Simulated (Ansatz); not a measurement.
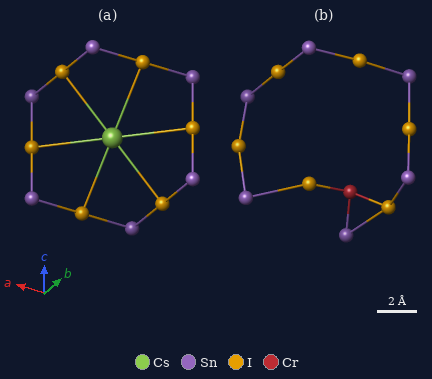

Left: perfect CsSnI₃. Right: the same region with one point defect, after relaxing the atoms in a supercell of 40 sites. A ball-and-stick model of the atoms within 5.4 Å of one point, in a slice 5.0 Å thick across the line of sight, seen from a free direction.

Computed with Ansatz 0.2.0, DFT, PBEsol, PAW, plane waves. Set-up: plane-wave cutoff 420 eV; k-point mesh 1 × 1 × 1; mesh shifted by (0.25, 0.25, 0.25); no spin polarisation. Fermi-Dirac smearing of 0.01 eV. A uniform background neutralises the charged cell. The axes drawn are those of the host's conventional cell.

Question: Which defect is it?

Answer: A caesium atom is replaced by chromium.

The charge state of the cell is +1.

Question: What does the relaxation do around it?

Answer: In the host the Cs atom has ; the Cr atom ends with 3 I at 2.45 to 2.53 Å, 1 Sn at 2.45 Å. Of the host's atoms, an iodine atom moves furthest from its site, by 1.72 Å. The Cr atom itself moves 3.39 Å from where it was put.

Limits of the set-up: an element that often carries a moment was run without spin polarisation; the cell is charged, on a uniform background, and energies carry no finite-size correction.
